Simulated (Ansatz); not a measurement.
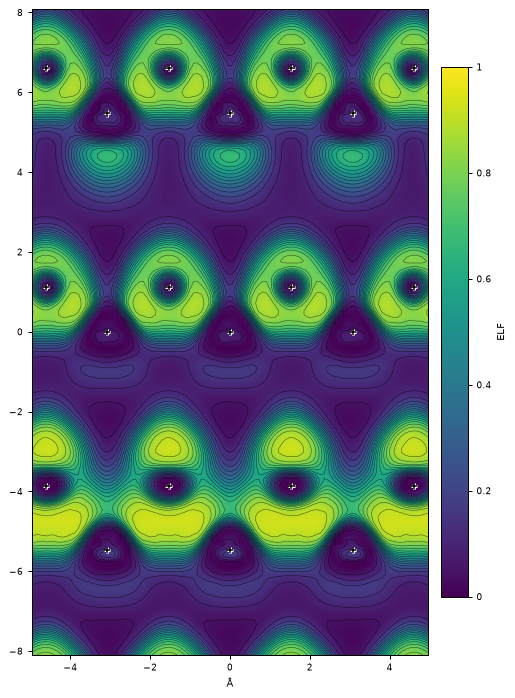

The electron localisation function on a plane through atoms (crosses mark nuclei in the plane).

Level of theory: DFT PBE, scalar-relativistic, plane waves, PAW (Ansatz 0.2.0).

Candidates:
A. Al3BN2, a = 3.08 Å, b = 3.08 Å, c = 15.48 Å, α = 90.00°, β = 90.00°, γ = 90.00°. Space group I-4m2; a generated structure, not necessarily the stable one; changed on purpose from its base cell (volume × 1.03, shape and atoms relaxed); computed pressure about −4 GPa in this cell.
B. B4N3, a = 3.61 Å, b = 3.61 Å, c = 3.61 Å, α = 90.00°, β = 90.00°, γ = 90.00°. Space group P-43m; a generated structure, not necessarily the stable one; computed without spin polarisation.
C. Ti4RuC, a = 3.02 Å, b = 3.02 Å, c = 11.10 Å, α = 90.00°, β = 90.00°, γ = 120.00°. Space group P-3m1; a generated structure, not necessarily the stable one; computed without spin polarisation.

> Which candidate gave the map?

Candidate A: Al3BN2 on the (100) plane of the conventional cell, which holds Al, B and N. Al–N (1.91 Å): the ELF peaks at about 0.90 between the atoms. Al–B (2.22 Å): the ELF peaks at about 0.90 between the atoms.
